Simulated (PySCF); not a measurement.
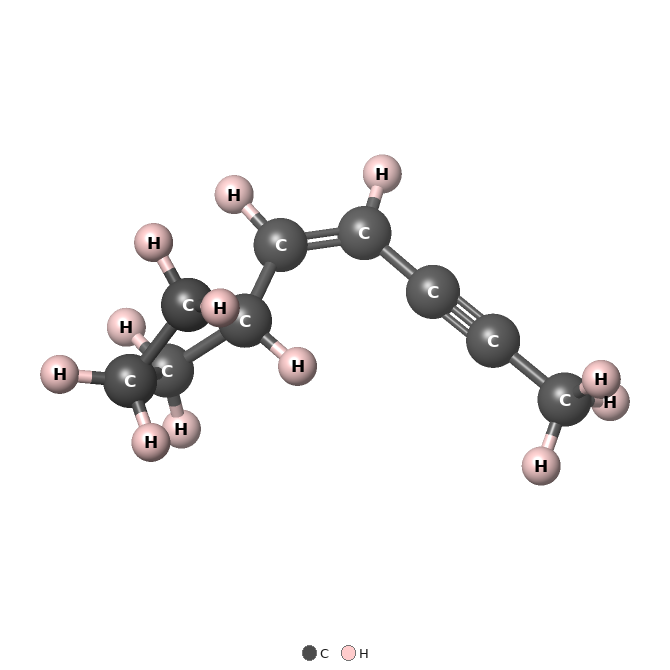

Rendered structure (ball-and-stick style).

Computed geometry: PBE0-D3(BJ)/def2-SVP optimisation. No frequency run is at hand to confirm it as a minimum.

Count the atoms of each element.

C₉H₁₂, 21 atoms: 9 carbon and 12 hydrogen.

Give the symmetry (Schoenflies symbol).

C1.

How many bonds of each kind are drawn?

12 C–H, 9 C–C.

Give a SMILES string for it.

CC#C/C=C\C1CCC1

More results for the same structure follow; atom numbers are the same in all pictures, views and colours differ.

Bond orders

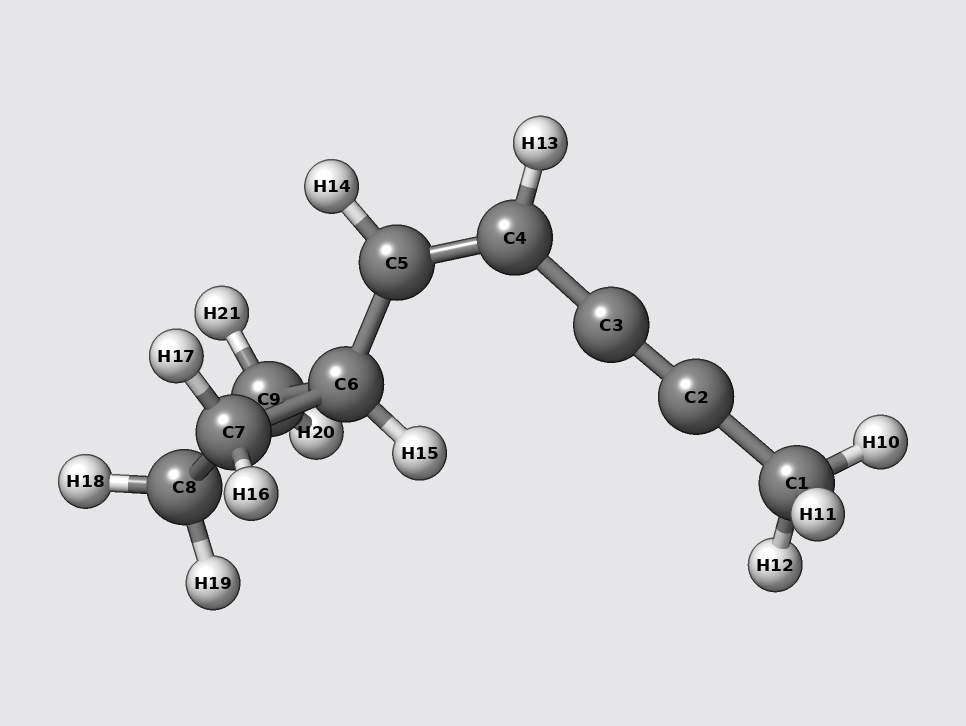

Every bond is drawn as one stick. No frequency run is at hand to confirm it as a minimum. Method: PBE0/pcSseg-1 in chloroform (IEF-PCM) (PySCF 2.14.0).

List the Mayer bond orders of C1–C2, C2–C3, C3–C4, C4–C5, C5–C6, C6–C7, C6–C9, C7–C8, C8–C9 (bonds between heavy atoms, one of each equivalent set).

```tsv
bond	Mayer order	length (Å)
C1–C2	1.24	1.452
C2–C3	2.37	1.216
C3–C4	1.12	1.423
C4–C5	1.86	1.347
C5–C6	1.00	1.483
C6–C7	0.98	1.550
C6–C9	0.97	1.550
C7–C8	1.03	1.539
C8–C9	1.03	1.539
```

Electronic properties

No frequency run is at hand to confirm it as a minimum. Level of theory: PBE0/pcSseg-1 in chloroform (IEF-PCM) (PySCF 2.14.0).

Computed properties:

- dipole moment: 0.84 D
- HOMO energy (Kohn–Sham orbital): −6.52 eV
- LUMO energy (Kohn–Sham orbital): −0.64 eV
- HOMO–LUMO gap: 5.88 eV

Ring current

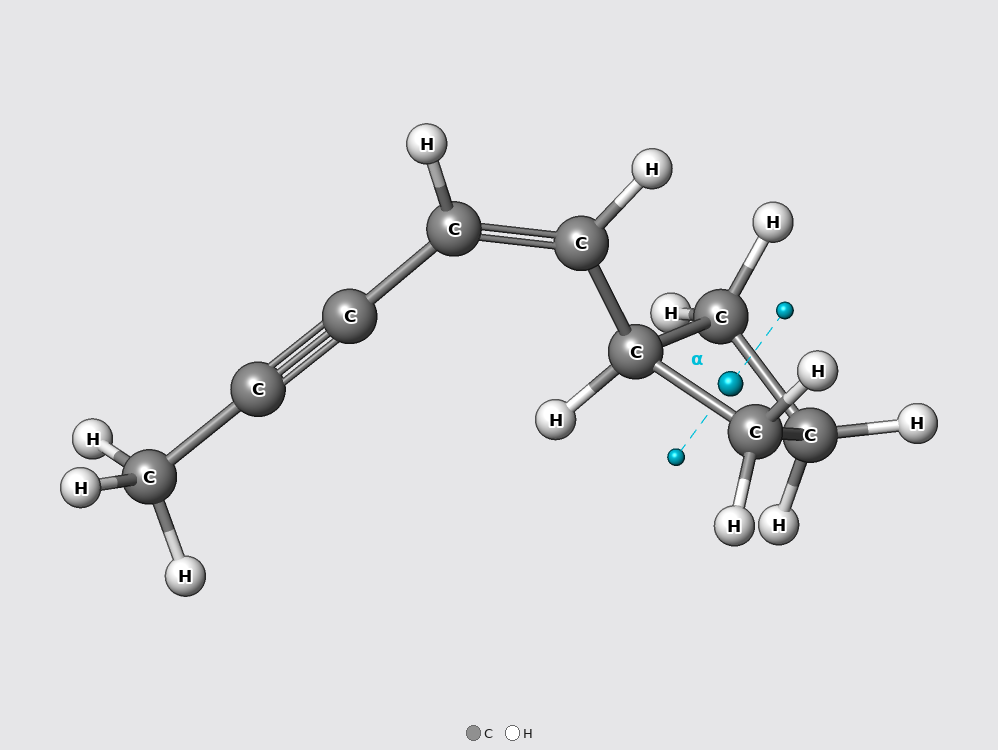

The small points mark where nucleus-independent chemical shifts (NICS) were computed: at the centre of each lettered ring and 1 Å above and below it. No frequency run is at hand to confirm it as a minimum. Properties computed with GIAO PBE0/pcSseg-1 NMR shielding, non-relativistic, IEF-PCM chloroform (PySCF 2.14.0).

Give NICS(0), NICS(1) and the out-of-plane component NICS(1)zz for each ring (means of the two sides).

```json
{"ring": "α", "members": "C4", "NICS(0)": "−1.6", "NICS(1)": "−1.2", "NICS(1)zz": "3.2"}
```

Values in ppm.
